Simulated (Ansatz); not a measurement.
GeH4···HF···H2O

The calculation's input:

```
crystal:
  periodic: [false, false, false]
  atoms:
    - {symbol: Ge, position_ang: [-0.181681, -1.374775, -1.117502]}
    - {symbol: H, position_ang: [0.968271, -0.488372, -0.593525]}
    - {symbol: H, position_ang: [0.454403, -2.427204, -2.040807]}
    - {symbol: H, position_ang: [-0.866930, -2.065159, 0.062209]}
    - {symbol: H, position_ang: [-1.159296, -0.509293, -1.913470]}
    - {symbol: H, position_ang: [-0.765555, 1.131373, 1.156855]}
    - {symbol: F, position_ang: [-1.610453, 0.819770, 0.866940]}
    - {symbol: H, position_ang: [1.326435, 0.937102, 0.941191]}
    - {symbol: O, position_ang: [0.795728, 1.546926, 1.464985]}
    - {symbol: H, position_ang: [1.038977, 2.429531, 1.173122]}
basis:
  gaussian: {orbitals: def2-TZVPP}
hamiltonian: {xc: pbe0, dispersion: d4}
output: {orbitals: {seedname: orbitals}}
```

Run with:

```sh
ansatz run in.yaml --threads 4 --pin off --events-out ev --progress --plain --max-ram 9574MiB
```

The reactant side of a reaction path; geometry: PBE0-D4/def2-TZVP; a saddle point, not a minimum.

Theory: RKS PBE0-D4/def2-TZVPP in Ansatz.

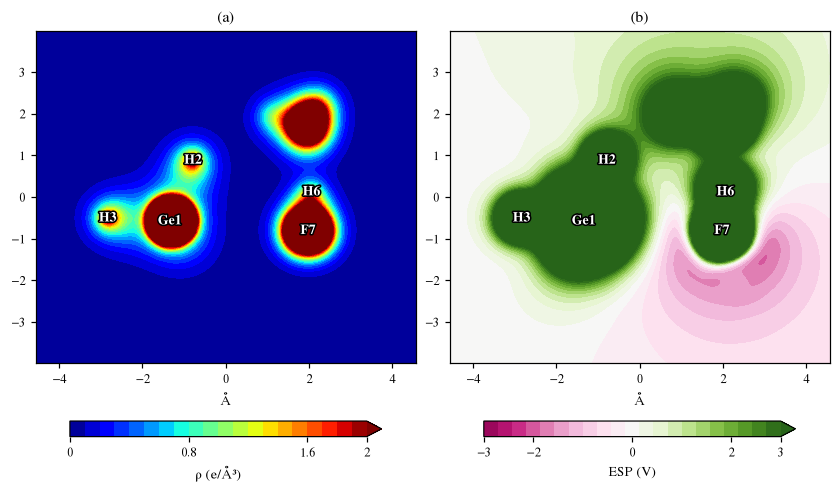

Figure 1. (a) total electron density; (b) electrostatic potential on the plane of atoms H2, Ge1 and H3.

Question: What does the map show?

Answer: The plane passes through Ge, H and F nuclei.
F–H (0.95 Å): the density is about 4.6 e/Å³ at the midpoint.
Ge–H (1.54 Å): ρ at the midpoint is about 1 e/Å³.
Outside the dense part of the complex the potential is most negative (−1.9 V) near F7.

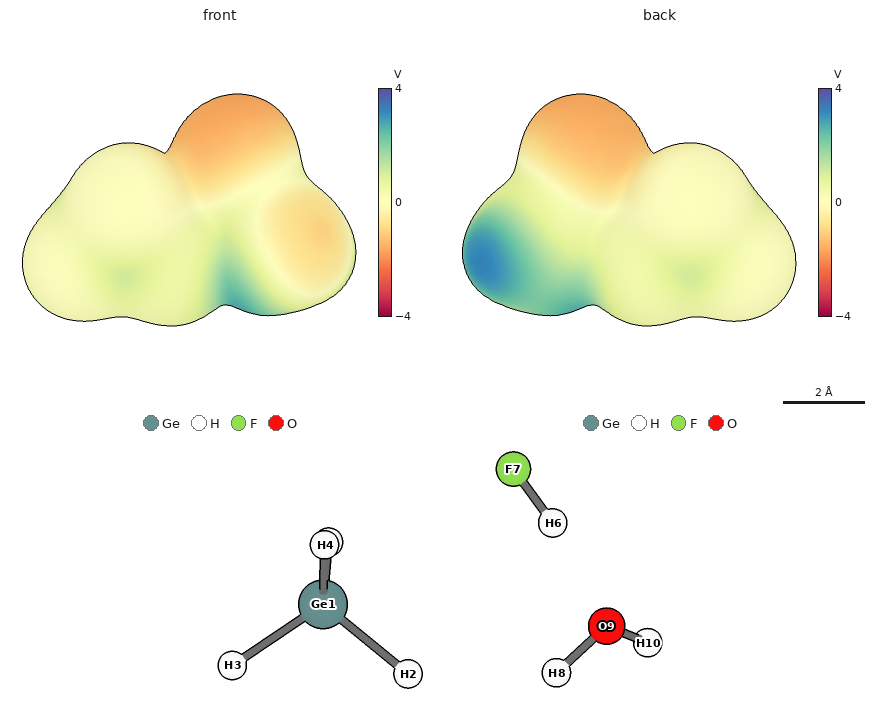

Figure 2. The electrostatic potential painted on the density surface at 0.002 e/bohr³, seen from the front and from behind; the colour scale runs from red (negative) to blue (positive). The bare structure is drawn below in the same view.

Question: Where is the surface potential most negative and most positive?

Answer: The most negative region (about −1.7 V) lies over F7, the most positive (about +3.2 V) over H10.
